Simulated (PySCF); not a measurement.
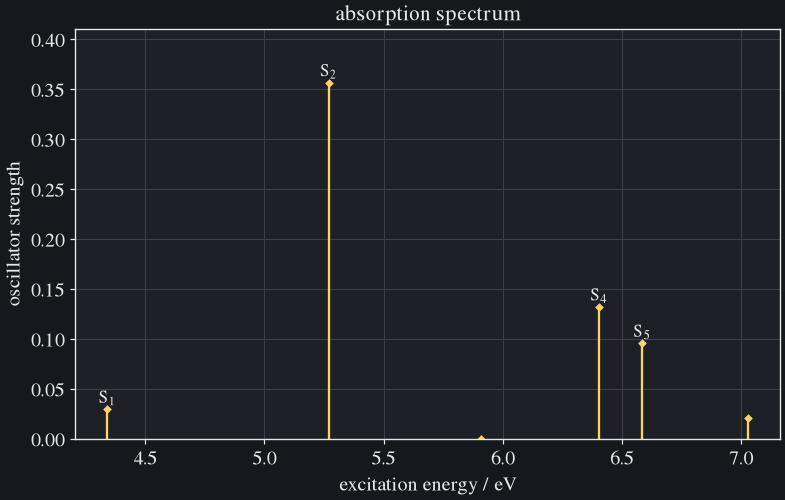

Vertical TDDFT excitations, PBE0/def2-SVPD with PySCF 2.14.0, at a GFN2-xTB geometry (no frequency check), gas phase. The lowest 6 singlet states are shown.

### Whose absorption spectrum is this?
A. C₆H₈NS⁺, SMILES C=Cc1csc[n+]1C
B. C₄H₉B₂F, SMILES C=C(C)BCBF
C. Si₃PNH₁₀, SMILES [SiH3]N([SiH3])[SiH2]P

Option A. Its lowest singlet lies at 4.34 eV (f = 0.030) and the brightest of those computed is S2 at 5.27 eV (235 nm), f = 0.357, mainly HOMO → LUMO+1 (95 %).

Caveats: the tight-binding geometry is rougher than a DFT one and adds to the error; one conformer of a flexible molecule; core orbitals are frozen in the response.
